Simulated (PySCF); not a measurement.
```xyz
11

C    -2.6031   -0.0912    1.9072
C    -2.2587    0.0545    0.7587
C    -1.8258    0.3259   -0.5617
N    -0.7071    0.0181   -1.0366
C     0.4751   -0.4329   -0.6305
C     1.3345    0.2640    0.1548
C     2.6219   -0.2038    0.4270
N     3.6831   -0.5807    0.6559
H    -2.5502    0.8072   -1.2116
H     0.7871   -1.3646   -1.0905
H     1.0487    1.2063    0.6014
```

Geometry: GFN2-xTB.

Level of theory: UKS B3LYP, pcH-1 on C H N, non-relativistic, mean-field spin-orbit, GIAO in PySCF.

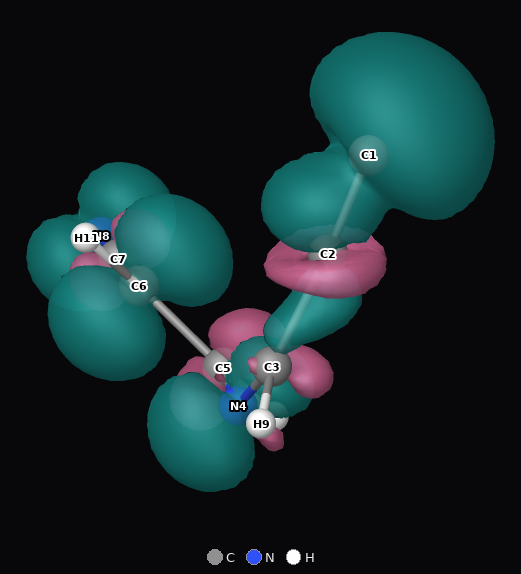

C₆H₃N₂ (SMILES [C]#C/C=N\C=C\C#N) (doublet). Isosurfaces of the spin density at +0.02 (teal) and −0.02 e/Å³ (pink), seen at an oblique angle.

Q: Describe the spin distribution.

A: The unpaired spin (1 electron) lies mostly on C1 (about 0.6), C6 (about 0.1), N4 (about 0.1) and N8 (about 0.1), in electrons by Hirshfeld's partition.
